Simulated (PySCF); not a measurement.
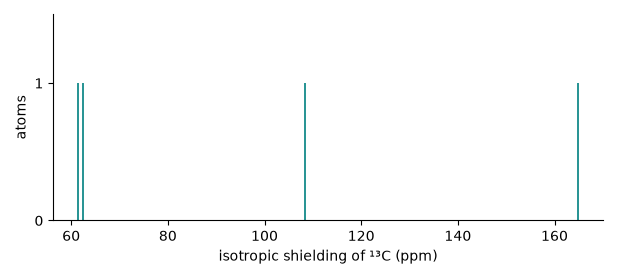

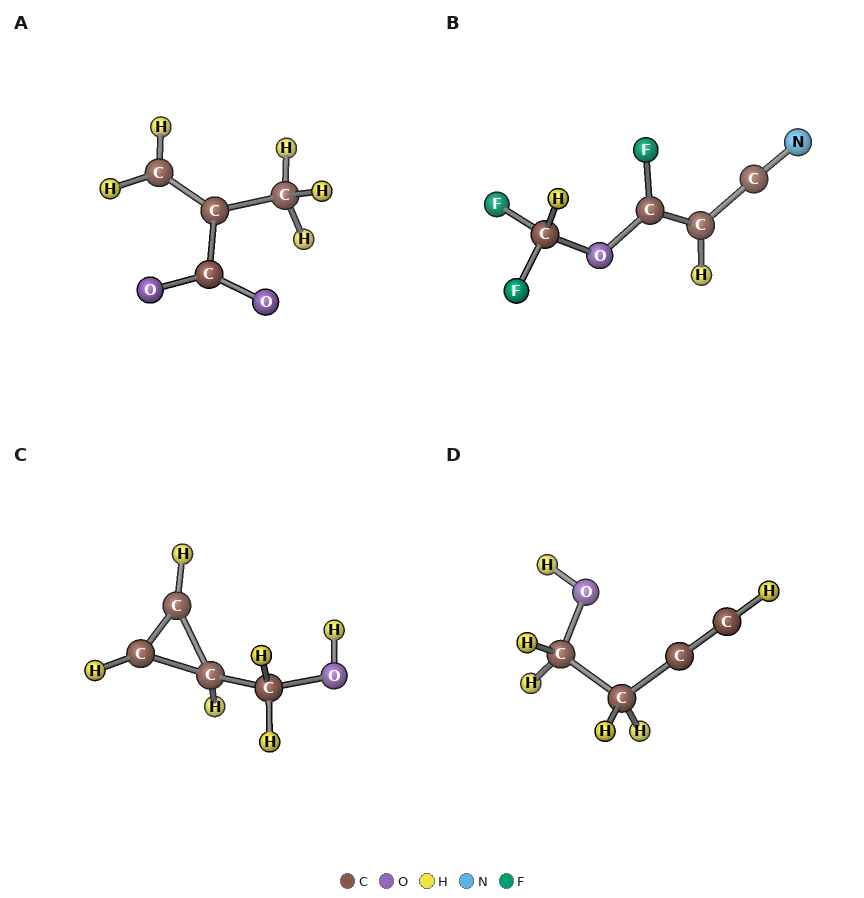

The sticks are computed shieldings of one of the molecules, for one fixed geometry (GFN2-xTB) without averaging over rotations. Low shielding means a high chemical shift. Method: GIAO PBE0/pcSseg-1 NMR shielding, non-relativistic, gas phase (PySCF 2.14.0).

Which molecule gives this pattern?

C, `OCC1C=C1`. Its 4 C atoms give lines at 61.4, 62.5, 108.4, 164.8 ppm.
